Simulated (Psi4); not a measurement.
**Energy and gradient calculation of Si$_{2}$H$_{5}$Cl**

The run: energy and gradient calculation of Si$_{2}$H$_{5}$Cl. Method and program: SVWN5/cc-pVDZ, RKS (Psi4 1.11).

A bond length was changed on purpose from its optimised value.

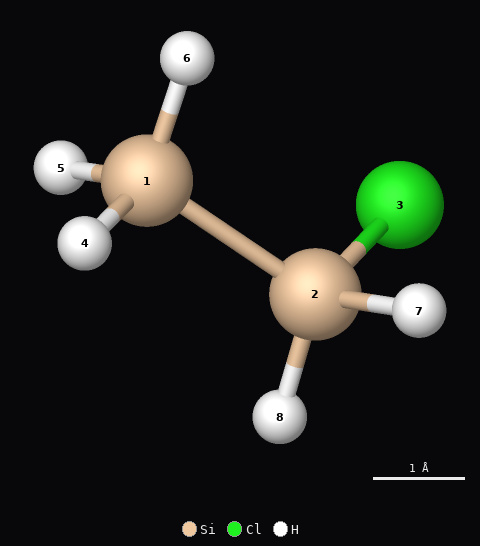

Fig. 1: The structure as given in the input (ball-and-stick view, seen at a tilt; atoms are numbered from 1 in the order of the input).

Key numbers:

- outcome: converged
- total energy: −1038.356657 hartree
- basis functions: 79
- largest force: 2.358 eV/Å
- HOMO: −7.00 eV
- LUMO: −1.40 eV
- dipole moment: 1.36 D
- hardware: 1 thread of AMD EPYC (Zen 3), 64 GiB of memory available, shared host
- wall time: 39 s
- peak memory: 0.61 GiB

Input (job.py):
```python
import psi4

psi4.set_memory('2200 MB')
psi4.set_num_threads(1)
psi4.core.set_output_file('output.dat', False)

geom = psi4.geometry("""
Si
Si 1 2.337877
Cl 2 2.064511 1 108.68745
H 1 1.488032 2 109.60638 3 -179.90149
H 1 1.485871 4 109.27714 2 120.06502
H 1 1.485873 5 109.49243 4 -119.66988
H 2 1.7076 3 107.73698 1 -121.39251
H 2 1.484843 7 108.84861 3 116.56043
symmetry c1
""")

options = {'basis': 'cc-pVDZ', 'puream': True, 'e_convergence': 1e-09, 'd_convergence': 1e-08, 'scf_type': 'pk', 'dft_radial_points': 99, 'dft_spherical_points': 590}
psi4.set_options(options)

result, w = psi4.gradient('scf', dft_functional={"name": "SVWN5", "x_functionals": {"LDA_X": {}}, "c_functionals": {"LDA_C_VWN": {}}}, molecule=geom, return_wfn=True)
psi4.oeprop(w, 'LOWDIN_CHARGES', 'MAYER_INDICES', 'MULLIKEN_CHARGES')
print('gradient / Eh bohr^-1')
print(result.np.round(6))
print(f'energy = {w.energy():.10f} Eh')
```

Command:
```bash
python job.py
```

The program's output:
```
gradient() will perform analytic gradient computation.

   => Loading Basis Set <=

    Name: CC-PVDZ
    Role: ORBITAL
    Keyword: BASIS

         ---------------------------------------------------------
                                   SCF
                              RKS Reference
                        1 Threads,   2098 MiB Core
         ---------------------------------------------------------

  ==> Geometry <==

    Molecular point group: c1
    Full point group: C1

    Geometry (in Angstrom), charge = 0, multiplicity = 1:

       Center              X                  Y                   Z               Mass
    ------------   -----------------  -----------------  -----------------  -----------------
         SI          -0.001882369234     0.697598439683    -1.820439834411    27.976926534650
         SI          -0.001882369234     0.697598439683     0.517437165589    27.976926534650
         CL          -0.001882369234    -1.258072534902     1.178917859403    34.968852682000
         H            0.000527702172     2.099352411966    -2.319758596092     1.007825032230
         H           -1.216938431543     0.001804076922    -2.317754220727     1.007825032230
         H            1.209792541920    -0.003115788181    -2.319100092179     1.007825032230
         H            1.386468440109     1.461838345448     1.153296549913     1.007825032230
         H           -1.210029005428     1.361642430523     1.068967779728     1.007825032230

  Running in c1 symmetry.

  Rotational constants: A =      0.35213  B =      0.07543  C =      0.06519 [cm^-1]
  Rotational constants: A =  10556.68404  B =   2261.40892  C =   1954.25235 [MHz]
  Nuclear repulsion =  190.542405404928587

  Charge       = 0
  Multiplicity = 1
  Electrons    = 50
  Nalpha       = 25
  Nbeta        = 25

  ==> Algorithm <==

  SCF Algorithm Type is PK.
  DIIS enabled.
  MOM disabled.
  Fractional occupation disabled.
  Guess Type is SAD.
  Energy threshold   = 1.00e-09
  Density threshold  = 1.00e-08
  Integral threshold = 1.00e-12

  ==> Primary Basis <==

  Basis Set: CC-PVDZ
    Blend: CC-PVDZ
    Number of shells: 39
    Number of basis functions: 79
    Number of Cartesian functions: 82
    Spherical Harmonics?: true
    Max angular momentum: 2

  ==> DFT Potential <==

   => LibXC <=

    Version 7.1.2

   => Composite Functional: SVWN5 <=

    Slater exchange
    Vosko, Wilk & Nusair (VWN5)

    Deriv               =              1
    GGA                 =          FALSE
    Meta                =          FALSE

    Exchange Hybrid     =          FALSE
    MP2 Hybrid          =          FALSE

   => Exchange Functionals <=

    1.0000         XC_LDA_X

   => Correlation Functionals <=

    1.0000     XC_LDA_C_VWN

   => LibXC Density Thresholds  <==

    XC_LDA_C_VWN:  1.00E-15
    XC_LDA_X:  1.00E-15

   => Molecular Quadrature <=

    Radial Scheme          =       TREUTLER
    Pruning Scheme         =           NONE
    Nuclear Scheme         =       TREUTLER

    Blocking Scheme        =         OCTREE
    BS radius alpha        =              1
    Pruning alpha          =              1
    Radial Points          =             99
    Spherical Points       =            590
    Total Points           =         441376
    Total Blocks           =           3164
    Max Points             =            256
    Max Functions          =             79
    Weights Tolerance      =       1.00E-15

  ==> Integral Setup <==

  Using in-core PK algorithm.
   Calculation information:
      Number of atoms:                   8
      Number of AO shells:              39
      Number of primitives:            175
      Number of atomic orbitals:        82
      Number of basis functions:        79

      Integral cutoff                 1.00e-12
      Number of threads:                 1

  Performing in-core PK
  Using 9988760 doubles for integral storage.
  We computed 292506 shell quartets total.
  Whereas there are 304590 unique shell quartets.

  ==> DiskJK: Disk-Based J/K Matrices <==

    J tasked:                  Yes
    K tasked:                   No
    wK tasked:                  No
    Memory [MiB]:             1356
    Schwarz Cutoff:          1E-12

  Cached 100.0% of DFT collocation blocks in 0.212 [GiB].

  Minimum eigenvalue in the overlap matrix is 7.0930699291E-03.
  Reciprocal condition number of the overlap matrix is 1.7369345326E-03.
    Using symmetric orthogonalization.

  ==> Pre-Iterations <==

  SCF Guess: Superposition of Atomic Densities via on-the-fly atomic UHF (no occupation information).

   -------------------------
    Irrep   Nso     Nmo
   -------------------------
     A         79      79
   -------------------------
    Total      79      79
   -------------------------

  ==> Iterations <==

                        Total Energy        Delta E     RMS |[F,P]|

   @RKS iter SAD: -1038.07869702080916   -1.03808e+03   0.00000e+00
   @RKS iter   1: -1038.25414357913837   -1.75447e-01   4.41190e-03 ADIIS/DIIS
   @RKS iter   2: -1038.26324448421224   -9.10091e-03   4.41102e-03 ADIIS/DIIS
   @RKS iter   3: -1038.35347823048642   -9.02337e-02   8.00554e-04 ADIIS/DIIS
   @RKS iter   4: -1038.35647835959821   -3.00013e-03   2.02014e-04 ADIIS/DIIS
   @RKS iter   5: -1038.35664458128736   -1.66222e-04   5.11007e-05 DIIS
   @RKS iter   6: -1038.35665613762831   -1.15563e-05   1.54447e-05 DIIS
   @RKS iter   7: -1038.35665735685734   -1.21923e-06   2.78386e-06 DIIS
   @RKS iter   8: -1038.35665739724277   -4.03854e-08   6.47922e-07 DIIS
   @RKS iter   9: -1038.35665739913225   -1.88948e-09   1.53042e-07 DIIS
   @RKS iter  10: -1038.35665739923525   -1.03000e-10   2.60236e-08 DIIS
   @RKS iter  11: -1038.35665739924002   -4.77485e-12   6.74423e-09 DIIS
  Energy and wave function converged.

  ==> Post-Iterations <==

   Electrons on quadrature grid:
      Ntotal   =   49.9999999231 ; deviation = -7.689e-08

    Orbital Energies [Eh]
    ---------------------

    Doubly Occupied:

       1A   -100.305754     2A    -65.172034     3A    -65.128315
       4A     -9.135998     5A     -6.993838     6A     -6.986162
       7A     -6.986059     8A     -5.067148     9A     -5.032030
      10A     -3.511033    11A     -3.507262    12A     -3.506761
      13A     -3.472921    14A     -3.472573    15A     -3.472460
      16A     -0.756033    17A     -0.521932    18A     -0.462164
      19A     -0.357610    20A     -0.340123    21A     -0.323777
      22A     -0.315637    23A     -0.313364    24A     -0.273552
      25A     -0.257063

    Virtual:

      26A     -0.051462    27A     -0.035038    28A     -0.017039
      29A      0.007288    30A      0.024080    31A      0.027964
      32A      0.042494    33A      0.175433    34A      0.206949
      35A      0.213437    36A      0.229496    37A      0.231985
      38A      0.234451    39A      0.251016    40A      0.262685
      41A      0.294105    42A      0.375445    43A      0.384767
      44A      0.393662    45A      0.402287    46A      0.407532
      47A      0.436702    48A      0.451970    49A      0.473380
      50A      0.522159    51A      0.548473    52A      0.555279
      53A      0.601686    54A      0.641338    55A      0.675597
      56A      0.703956    57A      0.737401    58A      0.770073
      59A      0.773348    60A      0.816688    61A      0.831264
      62A      0.846245    63A      0.855535    64A      1.161929
      65A      1.177046    66A      1.255428    67A      1.304837
      68A      1.308178    69A      1.375392    70A      1.431049
      71A      1.443942    72A      1.485220    73A      1.567917
      74A      1.572603    75A      1.697052    76A      1.779471
      77A      1.847624    78A      1.911757    79A      1.946898

    Final Occupation by Irrep:
              A
    DOCC [    25 ]
    NA   [    25 ]
    NB   [    25 ]

  @RKS Final Energy: -1038.35665739924002

   => Energetics <=

    Nuclear Repulsion Energy =            190.5424054049285871
    One-Electron Energy =               -1820.3070364112104471
    Two-Electron Energy =                 659.3816546121393003
    DFT Exchange-Correlation Energy =     -67.9736810050973759
    Empirical Dispersion Energy =           0.0000000000000000
    VV10 Nonlocal Energy =                  0.0000000000000000
    Total Energy =                      -1038.3566573992400208

Computation Completed

Properties will be evaluated at   0.000000,   0.000000,   0.000000 [a0]

Properties computed using the SCF density matrix

 Multipole Moments:

 ------------------------------------------------------------------------------------
     Multipole            Electronic (a.u.)      Nuclear  (a.u.)        Total (a.u.)
 ------------------------------------------------------------------------------------

 L = 1.  Multiply by 2.5417464519 to convert [e a0] to [Debye]
 Dipole X            :         -0.2412128            0.1608433           -0.0803694
 Dipole Y            :         -5.3758376            5.7958745            0.4200369
 Dipole Z            :          5.2255653           -5.5459348           -0.3203696
 Magnitude           :                                                    0.5343472

 ------------------------------------------------------------------------------------

	total time  =         17 seconds =       0.28 minutes

         ------------------------------------------------------------
                                   SCF GRAD
         ------------------------------------------------------------

  ==> Geometry <==

    Molecular point group: c1
    Full point group: C1

    Geometry (in Angstrom), charge = 0, multiplicity = 1:

       Center              X                  Y                   Z               Mass
    ------------   -----------------  -----------------  -----------------  -----------------
         SI          -0.001882369234     0.697598439683    -1.820439834411    27.976926534650
         SI          -0.001882369234     0.697598439683     0.517437165589    27.976926534650
         CL          -0.001882369234    -1.258072534902     1.178917859403    34.968852682000
         H            0.000527702172     2.099352411966    -2.319758596092     1.007825032230
         H           -1.216938431543     0.001804076922    -2.317754220727     1.007825032230
         H            1.209792541920    -0.003115788181    -2.319100092179     1.007825032230
         H            1.386468440109     1.461838345448     1.153296549913     1.007825032230
         H           -1.210029005428     1.361642430523     1.068967779728     1.007825032230

  Nuclear repulsion =  190.542405404928587

  ==> Basis Set <==

  Basis Set: CC-PVDZ
    Blend: CC-PVDZ
    Number of shells: 39
    Number of basis functions: 79
    Number of Cartesian functions: 82
    Spherical Harmonics?: true
    Max angular momentum: 2

  ==> DirectJKGrad: Integral-Direct SCF Gradients <==

    Gradient:                    1
    J tasked:                  Yes
    K tasked:                   No
    wK tasked:                  No
    Integrals threads:           1
    Schwarz Cutoff:          1E-12

  ==> DFT Potential <==

   => LibXC <=

    Version 7.1.2

   => Composite Functional: SVWN5 <=

    Slater exchange
    Vosko, Wilk & Nusair (VWN5)

    Deriv               =              1
    GGA                 =          FALSE
    Meta                =          FALSE

    Exchange Hybrid     =          FALSE
    MP2 Hybrid          =          FALSE

   => Exchange Functionals <=

    1.0000         XC_LDA_X

   => Correlation Functionals <=

    1.0000     XC_LDA_C_VWN

   => LibXC Density Thresholds  <==

    XC_LDA_C_VWN:  1.00E-15
    XC_LDA_X:  1.00E-15

   => Molecular Quadrature <=

    Radial Scheme          =       TREUTLER
    Pruning Scheme         =           NONE
    Nuclear Scheme         =       TREUTLER

    Blocking Scheme        =         OCTREE
    BS radius alpha        =              1
    Pruning alpha          =              1
    Radial Points          =             99
    Spherical Points       =            590
    Total Points           =         441376
    Total Blocks           =           3164
    Max Points             =            256
    Max Functions          =             79
    Weights Tolerance      =       1.00E-15

  -Total Gradient:
     Atom            X                  Y                   Z
    ------   -----------------  -----------------  -----------------
       1       -0.001129225256    -0.000324130532    -0.008648013028
       2       -0.039445922665    -0.022168177241    -0.007467824437
       3       -0.000044351658     0.008135503496    -0.002795732760
       4        0.000048733225    -0.007494865108     0.002432808386
       5        0.006769975453     0.003877761890     0.002289670656
       6       -0.006461457656     0.003810733395     0.002433297099
       7        0.033968220675     0.018228846725     0.015676007728
       8        0.006296084342    -0.004072674608    -0.003925547682

	total time  =         21 seconds =       0.35 minutes

Properties will be evaluated at   0.000000,   0.000000,   0.000000 [a0]
OEProp: No title given, name of density matrix used for the following properties is 'SCF density'
  Mulliken Charges: (a.u.)
   Center  Symbol    Alpha    Beta     Spin     Total
       1    SI     7.01426  7.01426  0.00000 -0.02853
       2    SI     6.94363  6.94363  0.00000  0.11274
       3    CL     8.58138  8.58138  0.00000 -0.16276
       4     H     0.49356  0.49356  0.00000  0.01288
       5     H     0.48880  0.48880  0.00000  0.02241
       6     H     0.48807  0.48807  0.00000  0.02385
       7     H     0.50057  0.50057  0.00000 -0.00113
       8     H     0.48973  0.48973  0.00000  0.02053

   Total alpha = 25.00000, Total beta = 25.00000, Total charge =  0.00000

  Lowdin Charges: (a.u.)
   Center  Symbol    Alpha    Beta     Spin     Total
       1    SI     6.95481  6.95481  0.00000  0.09038
       2    SI     6.97272  6.97272  0.00000  0.05456
       3    CL     8.50294  8.50294  0.00000 -0.00588
       4     H     0.51339  0.51339  0.00000 -0.02678
       5     H     0.51176  0.51176  0.00000 -0.02352
       6     H     0.51145  0.51145  0.00000 -0.02290
       7     H     0.51515  0.51515  0.00000 -0.03031
       8     H     0.51777  0.51777  0.00000 -0.03555

  Total alpha = 25.00000, Total beta = 25.00000, Total charge =  0.00000

  Mayer Bond Indices:

  Irrep: 1 Size: 8 x 8

                 1                   2                   3                   4                   5

    1     0.00000000000000     0.96456282407219     0.03403300684608     0.93679969068838     0.94308397974561
    2     0.96456282407219     0.00000000000000     1.14662230424132     0.01511201517969     0.01280122417322
    3     0.03403300684608     1.14662230424132     0.00000000000000     0.01251649650050     0.00016130994998
    4     0.93679969068838     0.01511201517969     0.01251649650050     0.00000000000000     0.00439222176447
    5     0.94308397974561     0.01280122417322     0.00016130994998     0.00439222176447     0.00000000000000
    6     0.94620071995996     0.01332429566961     0.00017580573196     0.00427757664597     0.00473657551095
    7     0.02219137352812     0.90268809705233     0.02662007085242     0.00027361134727     0.01019867399790
    8     0.01657071467327     0.90924749448212     0.01359692610573     0.00025899812856    -0.00001670531382

                 6                   7                   8

    1     0.94620071995996     0.02219137352812     0.01657071467327
    2     0.01332429566961     0.90268809705233     0.90924749448212
    3     0.00017580573196     0.02662007085242     0.01359692610573
    4     0.00427757664597     0.00027361134727     0.00025899812856
    5     0.00473657551095     0.01019867399790    -0.00001670531382
    6     0.00000000000000     0.00005587020830     0.00745828266951
    7     0.00005587020830     0.00000000000000     0.01114108897328
    8     0.00745828266951     0.01114108897328     0.00000000000000

  Atomic Valences:

 #  #
 Irrep: 1
      1:    3.863442309513613
      2:    3.964358254870482
      3:    1.233725920227995
      4:    0.973630610254843
      5:    0.975357279828305
      6:    0.976229126396240
      7:    0.973168785959621
      8:    0.958256799718651
```

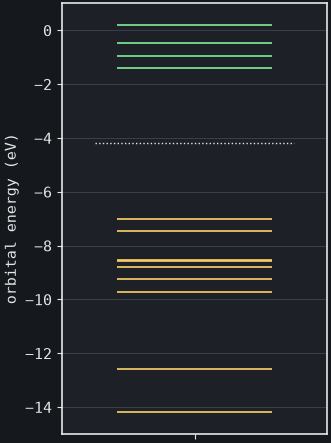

Fig. 2: Orbital energies near the frontier; the dotted line parts filled from empty levels, and levels within 0.02 eV of each other stand side by side. Highest filled −7.00 eV, lowest empty −1.40 eV, 5.60 eV apart.
